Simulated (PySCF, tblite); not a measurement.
# C₄H₇F₂Si radical: geometry, infrared bands and EPR parameters

What infrared bands and EPR parameters should C₄H₇F₂Si radical (`C=C([SiH2])CC(F)F`) show?

The runs use tblite 0.8.0 and PySCF 2.14.0, with density-fitted response routines of our own; the level of theory stands in each step. All values are computed, except where a source is named. Atoms count from 0, in the outputs and in this text.

**1. The molecule as given**

14 atoms, charge 0, multiplicity 2; geometry from: force field or distance geometry start.

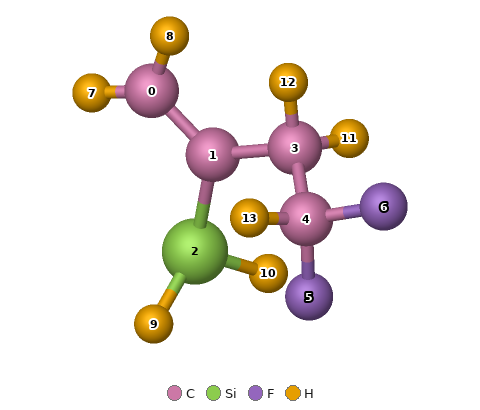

As it starts; carbon pink, silicon green, fluorine purple, hydrogen amber, atoms numbered.

**2. Geometry optimisation with GFN2-xTB**

What the job is given:

```
{"job": {"kind": "relax", "xc": "GFN2-xTB", "basis": "xTB"}, "charge": 0, "multiplicity": 2}
C      1.002300    -1.769300    -0.070900
C      0.554700    -0.508800    -0.295600
Si     1.743100     0.845800    -0.605800
C     -0.908300    -0.203900    -0.273000
C     -1.301600     0.781600     0.774300
F     -0.630500     1.955400     0.501600
F     -2.663900     0.994800     0.701900
H      2.035600    -2.037700    -0.068800
H      0.190400    -2.498500     0.113800
H      2.171900     1.572700     0.566100
H      1.427400     1.656800    -1.773500
H     -1.217900     0.042000    -1.294600
H     -1.397400    -1.210200    -0.059600
H     -1.006600     0.378800     1.761900
```

Run with:

```console
$ OMP_NUM_THREADS=1 python probes_run.py task.json out
```

The driver reads the jobs from task.json and runs them one after another.

The log of the run:

```text
step      E/eV     max force
  0    -631.93573    2.851
  1    -632.12583    1.315
  2    -632.20240    0.777
  3    -632.25058    0.464
  4    -632.26434    0.329
  5    -632.27068    0.234
  6    -632.28029    0.292
  7    -632.28674    0.266
  8    -632.29220    0.195
  9    -632.29666    0.207
 10    -632.30148    0.174
 11    -632.30597    0.175
 12    -632.30917    0.152
 13    -632.31155    0.125
 14    -632.31416    0.146
 15    -632.31684    0.130
 16    -632.31943    0.152
 17    -632.32215    0.126
 18    -632.32529    0.152
 19    -632.32872    0.153
 20    -632.33205    0.168
 21    -632.33523    0.191
 22    -632.33902    0.182
 23    -632.34437    0.215
 24    -632.35033    0.219
 25    -632.35471    0.178
 26    -632.35794    0.139
 27    -632.36118    0.141
 28    -632.36516    0.183
 29    -632.36995    0.185
 30    -632.37441    0.253
 31    -632.37913    0.220
 32    -632.38459    0.219
 33    -632.39427    0.237
 34    -632.40142    0.217
 35    -632.40702    0.178
 36    -632.40882    0.339
 37    -632.41467    0.200
 38    -632.42039    0.152
 39    -632.43005    0.253
 40    -632.43441    0.243
 41    -632.43852    0.135
 42    -632.44243    0.160
 43    -632.44775    0.173
 44    -632.45225    0.241
 45    -632.45812    0.189
 46    -632.46385    0.190
 47    -632.46904    0.182
 48    -632.47380    0.170
 49    -632.47868    0.193
 50    -632.48265    0.158
 51    -632.48598    0.102
 52    -632.48734    0.086
 53    -632.48861    0.092
 54    -632.48974    0.079
 55    -632.49048    0.056
 56    -632.49104    0.054
 57    -632.49159    0.087
 58    -632.49212    0.057
 59    -632.49252    0.058
 60    -632.49278    0.037
 61    -632.49301    0.043
 62    -632.49332    0.055
 63    -632.49372    0.051
 64    -632.49407    0.037
 65    -632.49428    0.031
 66    -632.49440    0.027
 67    -632.49453    0.036
 68    -632.49471    0.039
 69    -632.49491    0.034
 70    -632.49510    0.038
 71    -632.49531    0.040
 72    -632.49556    0.036
 73    -632.49578    0.028
 74    -632.49592    0.034
 75    -632.49601    0.039
 76    -632.49614    0.040
 77    -632.49634    0.037
 78    -632.49665    0.037
 79    -632.49700    0.047
 80    -632.49734    0.048
 81    -632.49765    0.042
 82    -632.49794    0.034
 83    -632.49815    0.030
 84    -632.49827    0.027
 85    -632.49836    0.024
 86    -632.49846    0.019
 87    -632.49859    0.023
 88    -632.49870    0.023
 89    -632.49878    0.023
 90    -632.49884    0.025
 91    -632.49891    0.022
 92    -632.49904    0.024
 93    -632.49915    0.024
 94    -632.49922    0.018
 95    -632.49926    0.017
 96    -632.49929    0.014
 97    -632.49935    0.022
 98    -632.49942    0.027
 99    -632.49950    0.033
100    -632.49960    0.038
101    -632.49971    0.032
102    -632.49979    0.018
103    -632.49983    0.013
104    -632.49985    0.010
105    -632.49986    0.010
106    -632.49989    0.016
107    -632.49993    0.026
108    -632.50002    0.033
109    -632.50013    0.033
110    -632.50023    0.024
111    -632.50032    0.024
112    -632.50040    0.025
113    -632.50048    0.027
114    -632.50057    0.020
115    -632.50062    0.019
116    -632.50065    0.016
117    -632.50069    0.014
118    -632.50073    0.016
119    -632.50077    0.022
120    -632.50082    0.023
121    -632.50087    0.018
122    -632.50091    0.013
123    -632.50092    0.008
```

It took 0.48 s on 1 thread of AMD EPYC 9R45, shared host.

Step by step: (not every step is listed)

| step | energy from step 0 (eV) | largest force (eV/Å) |
| --- | --- | --- |
| 0 | 0.0000 | 2.8510 |
| 1 | -0.1901 | 1.3151 |
| 2 | -0.2667 | 0.7768 |
| 3 | -0.3148 | 0.4637 |
| 4 | -0.3286 | 0.3285 |
| 5 | -0.3349 | 0.2339 |
| 6 | -0.3446 | 0.2923 |
| 7 | -0.3510 | 0.2660 |
| 8 | -0.3565 | 0.1949 |
| 19 | -0.3930 | 0.1532 |
| 30 | -0.4387 | 0.2535 |
| 41 | -0.5028 | 0.1347 |
| 52 | -0.5516 | 0.0856 |
| 63 | -0.5580 | 0.0513 |
| 74 | -0.5602 | 0.0336 |
| 85 | -0.5626 | 0.0243 |
| 96 | -0.5636 | 0.0140 |
| 107 | -0.5642 | 0.0255 |
| 118 | -0.5650 | 0.0160 |
| 119 | -0.5650 | 0.0221 |
| 120 | -0.5651 | 0.0232 |
| 121 | -0.5651 | 0.0179 |
| 122 | -0.5652 | 0.0130 |
| 123 | -0.5652 | 0.0075 |

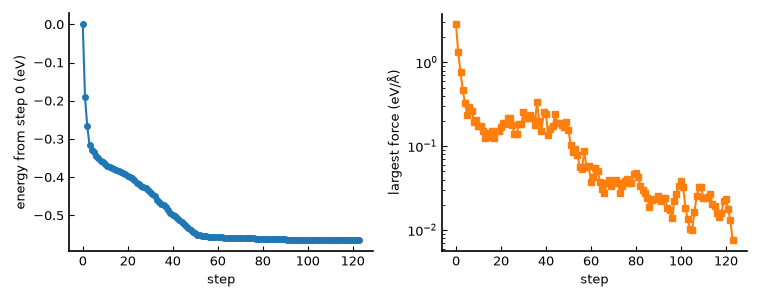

Energy and force, step by step.

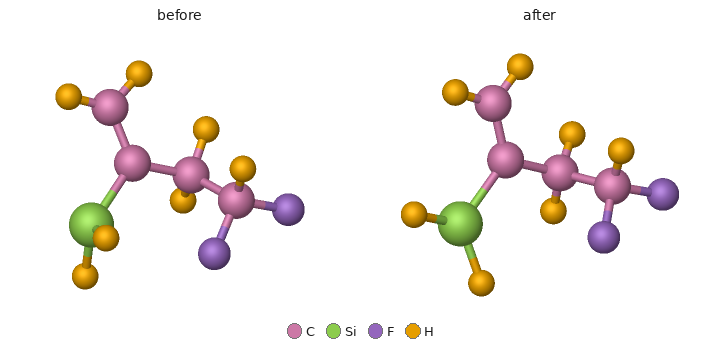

Before and after, at one scale.

Distances of close pairs at the start and the end, largest changes first:

| bond | before (Å) | after (Å) | change (Å) |
| --- | --- | --- | --- |
| C3–H12 | 1.139 | 1.092 | -0.047 |
| C3–C4 | 1.491 | 1.520 | +0.029 |
| C0–H8 | 1.107 | 1.078 | -0.029 |
| C4–F6 | 1.381 | 1.358 | -0.023 |
| C4–F5 | 1.379 | 1.359 | -0.021 |
| C1–C3 | 1.495 | 1.510 | +0.016 |
| C1–Si2 | 1.829 | 1.839 | +0.010 |
| Si2–H10 | 1.456 | 1.446 | -0.010 |

The next job starts from the end point, and lists it.

**3. Vibrational analysis with GFN2-xTB**

What the job is given:

```
{"job": {"kind": "ir", "xc": "GFN2-xTB", "basis": "xTB"}, "charge": 0, "multiplicity": 2}
C      0.971673    -1.591335     0.281702
C      0.571699    -0.434389    -0.280352
Si     1.727753     0.880891    -0.841824
C     -0.904891    -0.175161    -0.462028
C     -1.448528     0.579644     0.740368
F     -0.915726     1.827216     0.816944
F     -2.790746     0.757281     0.641133
H      2.012315    -1.806227     0.449306
H      0.269859    -2.351724     0.582963
H      3.124552     0.776060    -0.474219
H      1.191820     2.149701    -1.282951
H     -1.102445     0.424183    -1.352705
H     -1.461898    -1.111425    -0.537429
H     -1.246115     0.074812     1.696926
```

The log of the run:

```text
mode    cm-1     km/mol
  1      43.4      1.31
  2      65.8      4.14
  3     135.1      2.09
  4     181.6     10.54
  5     204.9      4.14
  6     234.2      0.79
  7     346.8      1.25
  8     359.0      9.65
  9     418.9     18.97
 10     478.4     23.42
 11     500.9     17.23
 12     534.0     33.60
 13     639.1      1.36
 14     715.9     56.49
 15     748.9     92.66
 16     816.3     26.68
 17     885.1     29.09
 18     962.1      4.49
 19    1002.6     12.63
 20    1023.1    170.08
 21    1098.7     94.01
 22    1147.5     49.87
 23    1229.3      1.44
 24    1248.1      3.43
 25    1278.8     22.33
 26    1312.0     37.33
 27    1402.1     12.67
 28    1460.4      5.54
 29    1557.1    105.32
 30    2395.3    127.57
 31    2423.8    350.17
 32    2897.7     27.52
 33    2982.1     19.83
 34    2991.3     17.09
 35    3090.2     14.55
 36    3126.6     43.78
```

It took 0.28 s on 1 thread of AMD EPYC 9R45, shared host.

The strongest bands and the atoms that carry them (share of the mass-weighted mode):

| cm⁻¹ | km/mol | atoms |
| --- | --- | --- |
| 716 | 56.5 | H10 29 %, H9 27 %, C3 11 % |
| 749 | 92.7 | Si2 26 %, H10 20 %, H9 19 % |
| 1023 | 170.1 | C4 58 %, F6 26 % |
| 1099 | 94.0 | C4 47 %, C3 15 %, H13 15 % |
| 1148 | 49.9 | H11 34 %, C4 19 %, H12 15 % |
| 1557 | 105.3 | C1 42 %, C0 41 % |
| 2395 | 127.6 | H9 84 %, H10 14 % |
| 2424 | 350.2 | H10 83 %, H9 13 % |

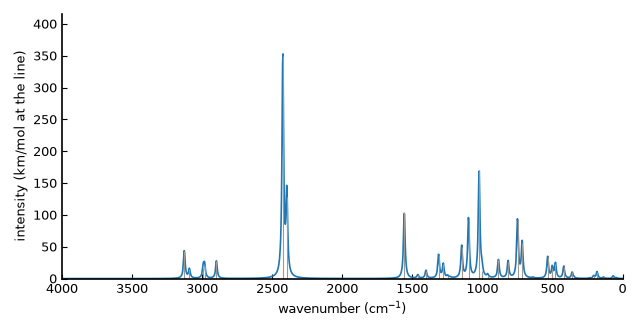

The infrared spectrum from these modes, unscaled. Lines are broadened to a width of 14 cm⁻¹ (Lorentzian).

**4. g tensor and hyperfine couplings: B3LYP/pcH-1**

Same as in step 3 but for these lines:

```diff
@@ -1,2 +1,2 @@
-{"job": {"kind": "ir", "xc": "GFN2-xTB", "basis": "xTB"}, "charge": 0, "multiplicity": 2}
+{"job": {"kind": "epr", "basis": "pcH-1"}, "charge": 0, "multiplicity": 2}
 C      0.971673    -1.591335     0.281702
```

Method: UKS B3LYP, pcH-1 on C F H Si, non-relativistic, mean-field spin-orbit, GIAO.

The log of the run:

```text
UKS, coarse grid
  cycle   1  E = -645.65843790  |g| = 5.62e-01
  cycle   2  E = -645.51525722  |g| = 8.52e-01
  cycle   3  E = -645.77392726  |g| = 4.80e-02
  cycle   4  E = -645.77438865  |g| = 4.37e-02
  cycle   5  E = -645.77538125  |g| = 1.14e-02
  cycle   6  E = -645.77545753  |g| = 4.85e-03
  cycle   7  E = -645.77547718  |g| = 1.50e-03
  cycle   8  E = -645.77548184  |g| = 7.21e-04
UKS, final grid
  cycle   1  E = -645.77545385  |g| = 9.03e-04
  cycle   2  E = -645.77545372  |g| = 1.38e-03
  cycle   3  E = -645.77545432  |g| = 1.62e-04
  cycle   4  E = -645.77545436  |g| = 1.12e-04
  cycle   5  E = -645.77545440  |g| = 8.67e-05
  cycle   6  E = -645.77545441  |g| = 1.13e-05
E = -645.77545441 Eh   <S^2> = 0.7645 (exact 0.7500)
g shifts (ppm)      1          2          3
  rmc          -126       -126       -126
  gc              6         43         39
  oz_so         -97       1175       2526
  total        -217       1092       2439
hyperfine (MHz)  atom isotope    a_iso     a_fc   dipolar eigenvalues
    0   13C      26.66      26.70    -25.24    -23.70     48.94
    1   13C     -27.35     -27.36    -18.07      7.61     10.45
    2  29Si    -174.49    -175.61   -173.92     86.83     87.09
    3   13C       3.11       3.11     -0.62      0.16      0.46
    4   13C     -10.29     -10.29     -0.94      0.16      0.78
    5   19F      53.92      53.91     -8.91     -7.11     16.02
    6   19F       0.60       0.60     -3.99      0.81      3.18
    7    1H     -19.21     -19.21     -8.73     -1.40     10.12
    8    1H     -21.37     -21.37    -12.46     -0.25     12.72
    9    1H     -34.36     -34.39    -10.90      3.36      7.54
   10    1H     -33.70     -33.72    -11.78      4.01      7.77
   11    1H      -5.09      -5.10     -2.03     -1.48      3.51
   12    1H      -3.62      -3.62     -1.26     -0.48      1.74
   13    1H       0.70       0.70     -1.52     -0.11      1.64
```

Wall time 36 s (1 thread of AMD EPYC 9R45, shared host); peak memory 1 GiB.

Principal g values 2.00210, 2.00341, 2.00476; g(iso) = 2.00342, against 2.00232 for a free electron.

Mean a(iso) over the nuclei that a row names, and the largest dipolar term of the row (other rows stand at the frozen geometry):

| nuclei | isotope | a(iso) (MHz) | a(iso) (G, at g = 2.0023) | largest dipolar term (MHz) |
| --- | --- | --- | --- | --- |
| Si2 | 29Si | -174.5 | -62.3 | -173.9 |
| H9, H10 | 1H | -34.0 | -12.1 | -11.8 |
| C1 | 13C | -27.4 | -9.8 | -18.1 |
| F5, F6 | 19F | 27.3 | 9.7 | 16.0 |
| C0 | 13C | 26.7 | 9.5 | 48.9 |
| H8 | 1H | -21.4 | -7.6 | 12.7 |
| H7 | 1H | -19.2 | -6.9 | 10.1 |
| C4 | 13C | -10.3 | -3.7 | -0.9 |
| H11, H12 | 1H | -4.4 | -1.6 | 3.5 |
| C3 | 13C | 3.1 | 1.1 | -0.6 |
| H13 | 1H | 0.7 | 0.3 | 1.6 |

Mulliken spin populations:

C0 0.32; C1 -0.17; Si2 0.95; C3 0.01; C4 0.00; F5 0.00; F6 0.00; H7 -0.01; H8 -0.02; H9 -0.04; H10 -0.04; H11 0.00; H12 0.00; H13 0.00

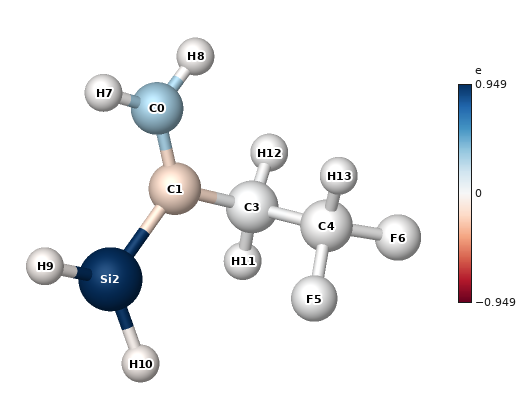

Mulliken spin populations, as colours on the atoms.

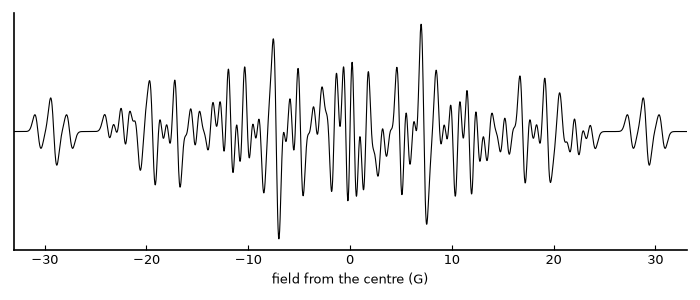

First-order isotropic spectrum (first derivative, main isotopes with spin only, couplings over 0.8 MHz, Gaussian width 0.3 G; couplings of the frozen geometry, rotation of groups not averaged beyond the rows shown).

The fields below are evaluated on a grid from the run's orbitals.

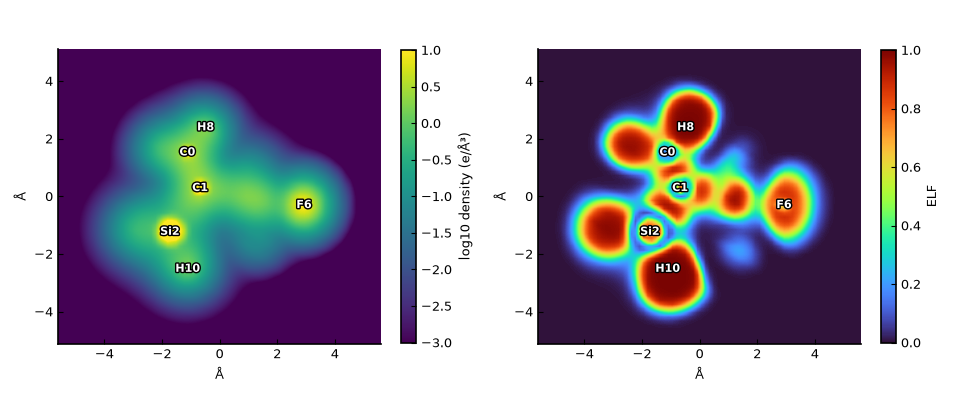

Density (left) and ELF (right) in a plane through or near 6 of the atoms.

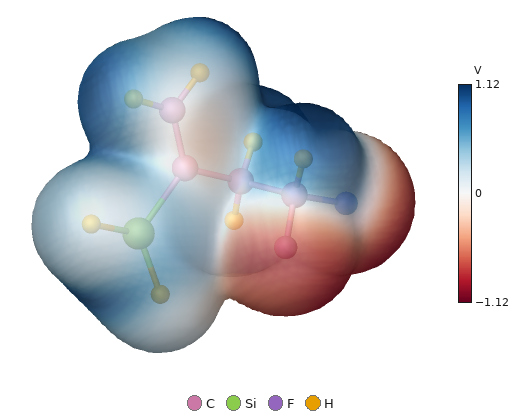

The potential that a unit positive charge feels on the 0.002 e/bohr³ surface, from -0.89 V near F6 to 1.12 V near H13.

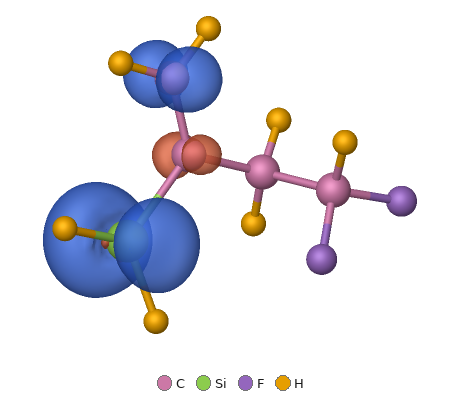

Spin density at ±0.05 e/Å³ (alpha excess blue, beta excess red).

**5. Summary of results**

| quantity | value |
| --- | --- |
| strongest single infrared mode (GFN2-xTB) | 2424 cm⁻¹, 350 km/mol |
| zero-point energy (GFN2-xTB) | 60.0 kcal/mol |
| g(iso) (B3LYP) | 2.00342 |
| ⟨S²⟩ | 0.764 (exact 0.75) |
| largest a(iso) (averaged by class) | 29Si on Si2, -174.5 MHz |
| potential on the surface of density 0.002 e/bohr³, 1st and 99th percentile | -0.89 V and 1.12 V |

**Reading.** Relaxing lowered the energy by 0.565 eV in 123 steps; the close pair that moved most is C3–H12, from 1.139 to 1.092 Å. No mode is imaginary among the 36: a minimum at this level. The strongest single mode, at 2424 cm⁻¹, moves mainly H10. GFN2-xTB is a fitted tight-binding method: band positions and strengths are rough. Its intensities can rank the bands wrongly. The largest share of the spin, 0.95 e, sits on Si2. The isotropic g lies 1.1 ppt above the free-electron value. These values are for one conformer; the search (at its own cheap level) found 2 more, at 0.03, 4.07 kcal/mol (those within 0.05 may be mirror or relabelled copies), and measured spectra average over such forms.
